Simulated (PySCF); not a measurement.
**TcSe₂: relaxation and vibrations of the quartet**

Where does quartet TcSe₂ go from a side-on start, is the end point a minimum, and what are its modes, charges and moments?

Program: PySCF 2.14.0. Level of theory: PBE0, basis Tc def2-SVP with ECP28, Se def2-SVP, scalar-relativistic core potentials, no spin–orbit coupling, density fitting. These are calculated values, not measurements.

### Step 1. The system as given

3 atoms, charge 0, spin multiplicity 4.

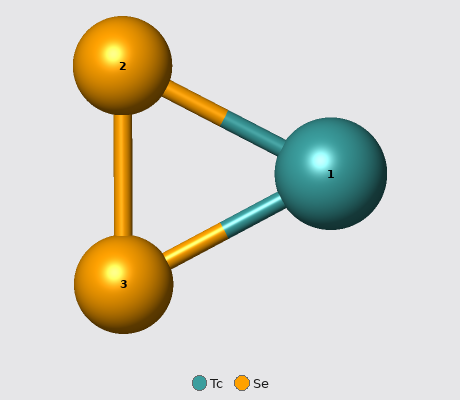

As it starts; technetium teal, selenium orange; atoms are numbered from 1 in the order of the file.

```xyz
3
charge 0 multiplicity 4
Tc    0.0000    0.0000    0.0000
Se    1.1700    0.0000    2.2242
Se   -1.1700    0.0000    2.2242
```

### Step 2. The SCF at the typed geometry

One driver script runs all steps and calls PySCF; scf.py shows how it sets up the SCF of each step. The optimiser is the driver's own. After this first run the driver tries any further starts and a stability analysis.

Contents of scf.py:

```python
from pyscf import gto, scf, dft
mol = gto.M(atom='''
Tc     0.000000     0.000000     0.000000
Se     1.170000     0.000000     2.224200
Se    -1.170000     0.000000     2.224200''',
    basis={'Tc': 'def2-SVP', 'Se': 'def2-SVP'},
    ecp={'Tc': 'def2-SVP'},
    charge=0, spin=3)
mf = dft.UKS(mol, xc='PBE0')
mf.grids.atom_grid = (50, 194)
aux = {'Tc': 'def2-universal-JKFIT', 'Se': 'def2-universal-JKFIT'}
mf = mf.density_fit(auxbasis=aux)
mf.conv_tol = 1e-08
mf.diis_space = 10
mf.max_cycle = 60
mf.init_guess = 'minao'
mf.verbose = 4
mf.kernel()
```

Run with:

```sh
$ OMP_NUM_THREADS=2 python axn.py task.json out
```

Output:

```text
init E= -4872.70511952566
[... the frontier-level lines of each cycle are left out ...]
cycle= 1 E= -4881.92134746986  delta_E= -9.22  |g|= 1.12  |ddm|= 2.37
cycle= 2 E= -4874.81097206233  delta_E= 7.11  |g|= 2.44  |ddm|= 6.69
cycle= 3 E= -4882.02719178568  delta_E= -7.22  |g|= 1.02  |ddm|=  6.7
cycle= 4 E= -4882.41416533625  delta_E= -0.387  |g|= 0.657  |ddm|= 0.473
cycle= 5 E= -4882.67657979816  delta_E= -0.262  |g|= 0.205  |ddm|= 0.63
cycle= 6 E= -4882.70531744371  delta_E= -0.0287  |g|= 0.0596  |ddm|= 0.281
cycle= 7 E= -4882.71104636965  delta_E= -0.00573  |g|= 0.0501  |ddm|= 0.23
cycle= 8 E= -4882.71283244451  delta_E= -0.00179  |g|= 0.0342  |ddm|= 0.0657
cycle= 9 E= -4882.71434271104  delta_E= -0.00151  |g|= 0.0114  |ddm|= 0.0846
cycle= 10 E= -4882.71509912938  delta_E= -0.000756  |g|= 0.0108  |ddm|= 0.109
cycle= 11 E= -4882.71532725584  delta_E= -0.000228  |g|= 0.00558  |ddm|= 0.0272
cycle= 12 E= -4882.71581839378  delta_E= -0.000491  |g|= 0.00446  |ddm|= 0.0779
cycle= 13 E= -4882.71622510672  delta_E= -0.000407  |g|= 0.00421  |ddm|= 0.0729
cycle= 14 E= -4882.7165410069  delta_E= -0.000316  |g|= 0.00373  |ddm|= 0.0603
cycle= 15 E= -4882.7174802139  delta_E= -0.000939  |g|= 0.00725  |ddm|= 0.259
cycle= 16 E= -4882.71744338841  delta_E= 3.68e-05  |g|= 0.00389  |ddm|= 0.0261
cycle= 17 E= -4882.71763772047  delta_E= -0.000194  |g|= 0.0101  |ddm|= 0.194
cycle= 18 E= -4882.71767245481  delta_E= -3.47e-05  |g|= 0.00664  |ddm|= 0.0275
cycle= 19 E= -4882.71769946487  delta_E= -2.7e-05  |g|= 0.00286  |ddm|= 0.016
cycle= 20 E= -4882.71770492567  delta_E= -5.46e-06  |g|= 0.00166  |ddm|= 0.0126
cycle= 21 E= -4882.71770696188  delta_E= -2.04e-06  |g|= 0.000221  |ddm|= 0.00694
cycle= 22 E= -4882.71770723464  delta_E= -2.73e-07  |g|= 0.000168  |ddm|= 0.00549
cycle= 23 E= -4882.71770729729  delta_E= -6.26e-08  |g|= 0.000133  |ddm|= 0.000893
cycle= 24 E= -4882.71770733987  delta_E= -4.26e-08  |g|= 7.78e-05  |ddm|= 0.000795
cycle= 25 E= -4882.7177073597  delta_E= -1.98e-08  |g|= 2.19e-05  |ddm|= 0.000718
cycle= 26 E= -4882.71770736407  delta_E= -4.36e-09  |g|= 1.24e-05  |ddm|= 0.000325
Extra cycle  E= -4882.71770736451  delta_E= -4.47e-10  |g|= 2.19e-05  |ddm|= 7.95e-05
converged SCF energy = -4882.71770736451  <S^2> = 3.8732075  2S+1 = 4.0611366
```

This step, with its further starts and checks, took 26 s on 2 threads of Arm Neoverse V1, shared host.

Energies from each starting density:

| start | energy (Eh) |
| --- | --- |
| the minimal-basis guess | -4882.717707 |
| a thermally smeared density | -4882.717707 |
| a smeared PBE density | -4882.717707 |

The test of internal stability and the other starts found no lower solution of this spin.

### Step 3. Relaxation: side-on start, quartet

The program finds C2v symmetry in the start, which this walk keeps. The walk stops when the largest gradient is under 0.0003 Eh/bohr and the energy has settled too.

scf.py: that of step 2 with these lines changed.

```diff
@@ -3,3 +3,3 @@
-Tc     0.000000     0.000000     0.000000
-Se     1.170000     0.000000     2.224200
-Se    -1.170000     0.000000     2.224200''',
+Tc     0.000000     0.000000    -1.373967
+Se     1.170000     0.000000     0.850233
+Se    -1.170000     0.000000     0.850233''',
@@ -16 +15,0 @@
-mf.init_guess = 'minao'
```

Steps of the walk:

| step | energy (Eh) | change (kJ/mol) | largest symmetric gradient (Eh/bohr) |
| --- | --- | --- | --- |
| 0 | -4882.717707 | 0.00 | 0.03344 |
| 1 | -4882.720960 | -8.54 | 0.01702 |
| 2 | -4882.721758 | -10.64 | 0.00556 |
| 3 | -4882.721837 | -10.84 | 0.00059 |
| 4 | -4882.721838 | -10.84 | 0.00002 |

The walk took 23 s.

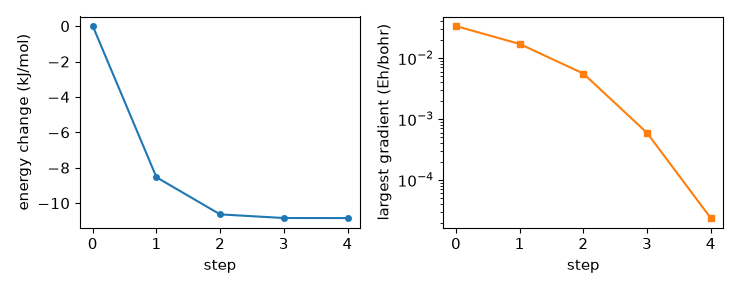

Energy and largest gradient along the walk.

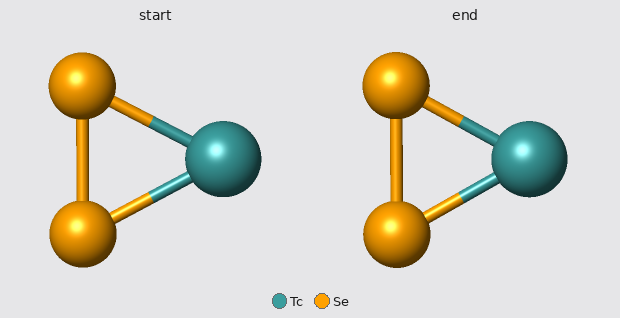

Start and end of the relaxation.

End point (C2v, 4 steps, 10.8 kJ/mol gained): Se–Se 2.353 Å, Tc–Se 2.409 Å (×2); Se–Se–Tc 60.8° (×2), Se–Tc–Se 58.5°.

### Step 4. Vibrations and properties at this point

The point is checked on the finer grid, and tightened if its gradient asks for it. The Hessian and the dipole derivatives come from central differences of analytic gradients, with steps of 0.02 bohr.

scf.py: that of step 3 with these lines changed.

```diff
@@ -3,3 +3,3 @@
-Tc     0.000000     0.000000    -1.373967
-Se     1.170000     0.000000     0.850233
-Se    -1.170000     0.000000     0.850233''',
+Tc     0.000000     0.000000    -1.298678
+Se     1.176258     0.000000     0.803642
+Se    -1.176258     0.000000     0.803642''',
@@ -10 +10 @@
-mf.grids.atom_grid = (50, 194)
+mf.grids.atom_grid = (75, 302)
@@ -13 +13 @@
-mf.conv_tol = 1e-08
+mf.conv_tol = 1e-10
```

This SCF starts from the last density.

Log of the central SCF (cycles and frontier levels):

```text
init E= -4882.7219876252
[... the frontier-level lines of each cycle are left out ...]
cycle= 1 E= -4882.72198762517  delta_E= 2.91e-11  |g|= 1.36e-05  |ddm|= 2.78e-05
cycle= 2 E= -4882.72198762455  delta_E= 6.25e-10  |g|= 3.5e-05  |ddm|= 5.9e-05
cycle= 3 E= -4882.7219876253  delta_E= -7.47e-10  |g|= 6.03e-06  |ddm|= 4.35e-05
cycle= 4 E= -4882.72198762533  delta_E= -3.46e-11  |g|= 1.52e-06  |ddm|= 7.49e-06
Extra cycle  E= -4882.72198762535  delta_E= -1.64e-11  |g|= 1.4e-06  |ddm|= 1.08e-05
converged SCF energy = -4882.72198762535  <S^2> = 3.8201512  2S+1 = 4.0349232
```

The whole step took 61 s.

Geometry: C2v; Se–Se 2.353 Å, Tc–Se 2.409 Å (×2); Se–Se–Tc 60.8° (×2), Se–Tc–Se 58.5°.

Modes, for the most abundant isotopes:

```tsv
symmetry	ω (cm⁻¹)	IR (km/mol)	μ (u)
b2	170	3.1	84.42
a1	254	1.5	86.14
a1	331	6.3	83.81
```

All wavenumbers are real: a minimum.

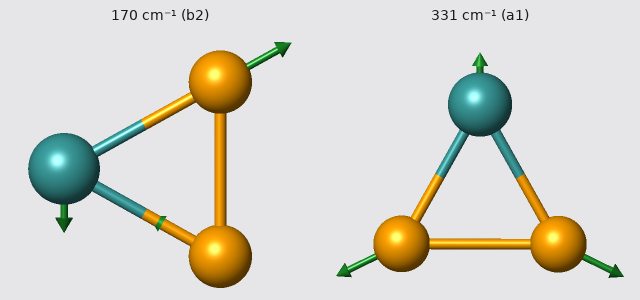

How the atoms move in 2 of the modes.

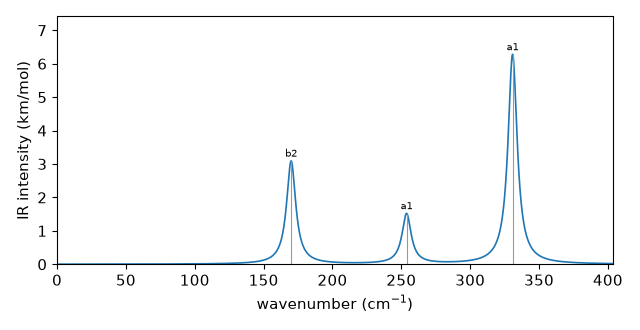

The harmonic infrared spectrum (widths in cm⁻¹). Lines are broadened to a width of 8 cm⁻¹ (Lorentzian).

Properties at this point:

* Dipole moment: 4.55 D
* Highest occupied level: -5.18 eV
* Lowest empty level: -2.94 eV
* Rotational constants: 0.07623, 0.06243, 0.03432 cm⁻¹
* Zero-point energy: 4.5 kJ/mol
* Principal polarisabilities: 58.8, 88.6, 89.3 bohr³
* Atomisation energy without zero-point energy: 600 kJ/mol
* Principal traceless quadrupole moments about the centre of mass: -6.77, -3.31, 10.08 D Å
* Entropy at 298.15 K and 1 bar (electronic part: spin only): 326.5 J/(mol K)
* Heat capacity Cp at 298.15 K: 55.2 J/(mol K)
* Enthalpy at 298.15 K above 0 K: 13.78 kJ/mol
* Rotational symmetry number: 2
* Spin squared ⟨S²⟩: 3.820

Populations by atom (charges in e):

| atom | Mulliken | Löwdin | polar tensor | spin (Mulliken) | Mayer order to Tc1 |
| --- | --- | --- | --- | --- | --- |
| Tc1 | 0.23 | -0.30 | 0.54 | 2.99 | – |
| Se2,3 | -0.12 | 0.15 | -0.27 | 0.00 | 1.25 |

Mulliken populations on Tc1 (outside its core potential): s 2.51, p 6.20, d 6.05, f 0.01.

### Step 5. Outcome

```
                                          quantity                                                                   value
                                           minimum                                                            quartet, C2v
                                          geometry  Se–Se 2.353 Å, Tc–Se 2.409 Å (×2); Se–Se–Tc 60.8° (×2), Se–Tc–Se 58.5°
                                wavenumbers (cm⁻¹)                                            170 (b2), 254 (a1), 331 (a1)
                                     dipole moment                                                                  4.55 D
highest occupied, lowest empty level (either spin)                                                         -5.18, -2.94 eV
                        polar-tensor charge of Tc1                                                                 +0.54 e
                                 zero-point energy                                                              4.5 kJ/mol
                               entropy at 298.15 K                                                         326.5 J/(mol K)
         atomisation energy (no zero-point energy)                                                              600 kJ/mol
                                              ⟨S²⟩                                                                   3.820
```

The molecule stays C2v, as typed, and the end point is a minimum. In the infrared the band at 331 cm⁻¹ (a1) leads. Most of the spin sits on Tc1 (Mulliken spin 2.99, against 3 for the whole molecule). Other starts or spin states, not run here, may lie lower. One determinant may miss the lowest occupation of an open d or f shell.

The search up to here took 1.8 min.
